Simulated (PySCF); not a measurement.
# I₄Zr, SMILES `I[Zr](I)(I)I`: electronic structure

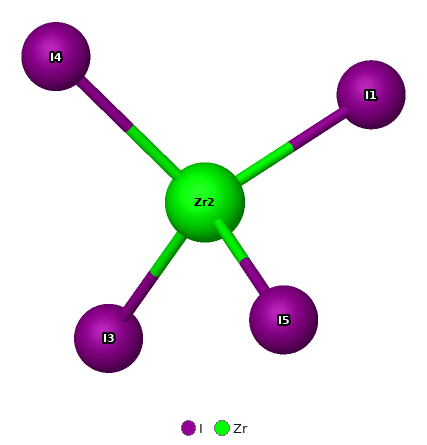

The molecule, with its atoms numbered as below. No frequency check shows the geometry to be a minimum.

Geometry (Å), atoms numbered from 1:

```
I1      -1.7220   -1.4949   -1.6105
Zr2     -0.0018    0.0002   -0.0011
I3       1.7225    1.4949   -1.6106
I4       1.4974   -1.7199    1.6108
I5      -1.4966    1.7197    1.6110
```

Part 1: Bonding charge

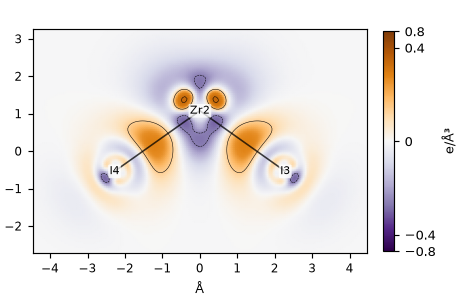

Deformation density (molecule less spherical, spin-averaged free atoms) in the plane of Zr2, I3 and I4; colour scale in e/Å³, logarithmic beyond ±0.1; orange: gain, purple: loss.

Method: ωB97X/def2-TZVP; geometry: GFN2-xTB; program: PySCF. Core potentials replace the inner electrons of I and Zr; spin–orbit coupling isn't included. This is a single-reference result, which may miss multireference character in this system.

Question: How much density has each bond in this plane gained at its critical point, relative to the free atoms?

Answer: Zr2–I3 and Zr2–I4: +0.10 e/Å³ at the bond critical point (bond length 2.79 Å, Mayer order 1.2). In all, 1.2 electrons gather in the regions of gain relative to the promolecule. A small or negative value marks a very polar bond, one between electron-rich atoms, whose free-atom densities already overlap strongly, a long bond to a heavier atom, or a closed-shell contact such as a hydrogen bond.

Part 2: Bond critical points

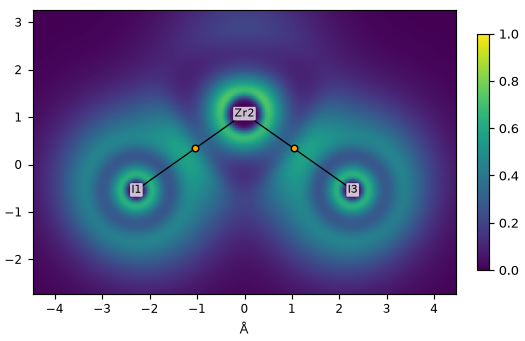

Localised orbital locator (LOL) in the plane of I1, Zr2 and I3, with bond paths and bond critical points (dots).

Question: What values does LOL take at the bond critical points in this plane?

Answer: I1–Zr2 and Zr2–I3: about 0.46. Values above 0.5 mark slow, localised electrons, as in shared pairs; low values at a critical point mark a polar or closed-shell contact whose critical point lies between the shells.

Question: Where along I1–Zr2 does the critical point lie?

Answer: 1.52 Å from I1 and 1.27 Å from Zr2.

Part 3: Electrostatic potential

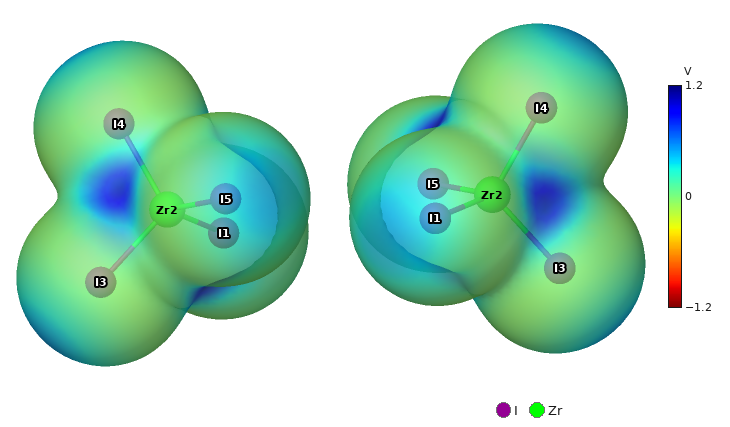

Electrostatic potential on the surface of electron density 0.001 a.u. (back view left, front view right).

Question: Where are the extremes of the potential on the surface?

Answer: Highest: 1.15 V, 2.5 Å from Zr2. Further maxima include 0.49 V, 2.3 Å from I3. Lowest: −0.07 V, 2.4 Å from I4, and at like points elsewhere. The surface is sampled at points, so like sites can differ by a few per cent and only the strongest of them is named.

Question: Does I3 carry a σ-hole?

Answer: Yes: a local maximum of +0.49 V lies on the extension of the Zr2–I3 bond.

Part 4: In an electric field

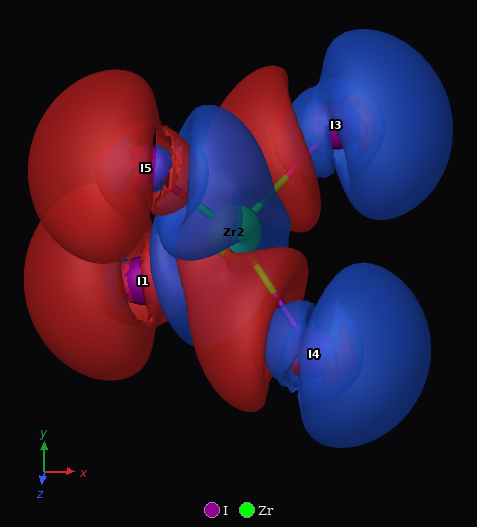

Change of the electron density in a uniform field of 0.21 V/Å, surfaces at ±0.001 e/Å³ (red: gain, blue: loss).

PySCF calculation, ωB97X/def2-TZVP, gas phase; geometry: GFN2-xTB. Core potentials replace the inner electrons of I and Zr; spin–orbit coupling isn't included. This is a single-reference result, which may miss multireference character in this system. A basis without diffuse functions makes polarisabilities too small.

Question: Along which Cartesian direction does the field point?

Answer: Along +x: electrons gather on the −x side, against the field.

Question: How large is the response?

Answer: The induced dipole is 1.94 D (along the field); α along this axis, from the fields in both directions, is 191 bohr³ (28.3 Å³).

Question: Which atoms gain and lose the most charge?

Answer: Electrons gather most on I1 (Hirshfeld charge changes by −0.031 e) and leave I3 most (+0.032 e); 0.130 electrons are displaced in all.
